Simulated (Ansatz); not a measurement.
# CH2Cl: the cost of one run

Program: the Python package of Ansatz 0.2.0. The levels of theory stand in the script. These are calculated values, not measurements.

## (1) The system

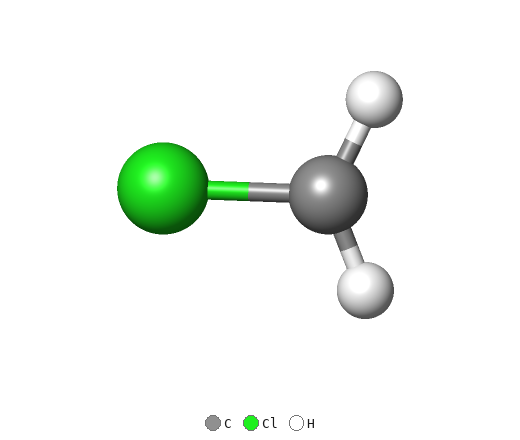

The structure that the script starts from, seen from a chosen angle (carbon grey, chlorine green, hydrogen white).

The script holds or builds the structure itself.

## (2) Script

run_x2c.py reads:

```python
# -*- coding: utf-8 -*-
'''CH2Cl with and without the spin-free two-component Hamiltonian.'''

import ansatz as az
import numpy as np


def main():
    molecule = (
        az.Crystal.molecule()
        .atom('C', (0.0835, -0.2024, -0.097))
        .atom('Cl', (-0.3523, 1.2002, 0.8379))
        .atom('H', (-0.6095, -1.0295, 0.0356))
        .atom('H', (0.9338, -0.0285, -0.7967))
    )

    model = (
        molecule.calculation()
        .functional('pbe0')
        .spin('collinear', total=1)
        .forces()
    )
    # a set contracted for a scalar-relativistic Hamiltonian goes with the relativistic run
    sets = {'none': 'cc-pVTZ', 'scalar': 'cc-pVTZ-DK'}
    found = {kind: model.basis(gaussian=basis).pseudopotentials(relativity=kind).run().report for kind, basis in sets.items()}
    for kind, each in found.items():
        dipole = 4.803205 * np.linalg.norm(each['charge_distribution']['dipole_moment_e_ang'])
        print(f'{kind:7s} E = {each["free_energy_ev"]:.4f} eV  dipole {dipole:.3f} D  largest force component {np.abs(each["forces_ev_ang"]).max():.4f} eV/A')
    print(f'relativity lowers the total energy by {found["none"]["free_energy_ev"] - found["scalar"]["free_energy_ev"]:.3f} eV')


if __name__ == '__main__':
    main()
```

## (3) The calls as engine input

The package turns the script's settings into the engine's input (first run):

```yaml
crystal:
  periodic: [false, false, false]
  atoms:
    - { symbol: C, position_ang: [0.0835, -0.2024, -0.097] }
    - { symbol: Cl, position_ang: [-0.3523, 1.2002, 0.8379] }
    - { symbol: H, position_ang: [-0.6095, -1.0295, 0.0356] }
    - { symbol: H, position_ang: [0.9338, -0.0285, -0.7967] }
basis:
  gaussian:
    orbitals: cc-pVTZ
hamiltonian:
  xc: pbe0
  pseudopotentials:
    relativity: none
magnetization:
  spin_polarized: true
  initial_magnetization: 1.0
output:
  forces: true
```

## (4) The run

Launch:

```sh
python run_x2c.py
```

What time and memory should one allow on 1 thread of Arm Neoverse V1, shared host?

About 5.5 s, with a peak of 0.22 GiB.
